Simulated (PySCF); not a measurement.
```xyz
12

C    -1.3057    0.1616   -0.2424
C    -0.2513   -0.8472    0.2283
N     0.9508   -0.2298    0.7971
C     1.7360    0.5615   -0.1604
O     1.3742    1.7722   -0.4808
H    -1.8129    0.6112    0.6122
H    -2.0508   -0.3009   -0.8931
H    -0.7819    0.9490   -0.7824
H     0.0811   -1.4477   -0.6273
H    -0.6925   -1.5379    0.9718
H     0.6469    0.4282    1.5155
H     2.1073   -0.1209   -0.9644
```

Geometry: GFN2-xTB.

Level of theory: UKS B3LYP, pcH-1 on C H N O, non-relativistic, mean-field spin-orbit, GIAO in PySCF.

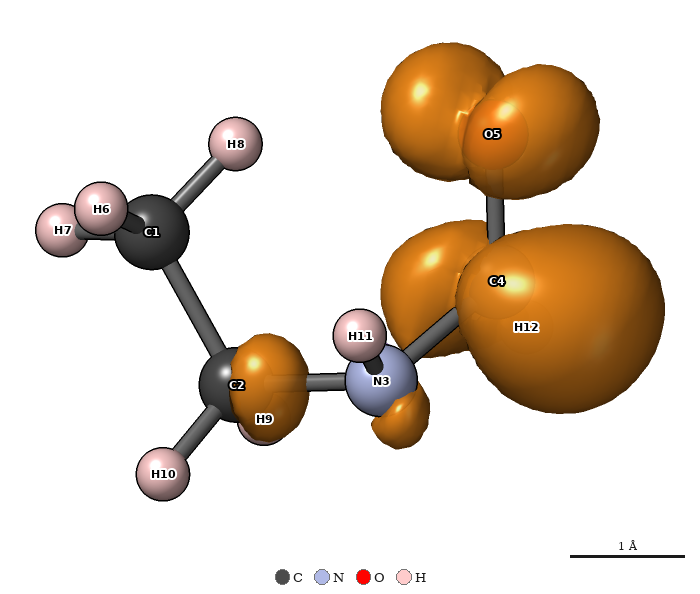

C$_{3}$H$_{7}$NO (charge −1, doublet). Isosurfaces of the spin density (α minus β) at +0.03 (orange) and −0.03 e/Å³ (purple), seen across its widest extent.

> Describe the spin distribution.

The unpaired spin (1 electron) lies mostly on C4 (about 0.5) and O5 (about 0.3), in electrons by Hirshfeld's partition.
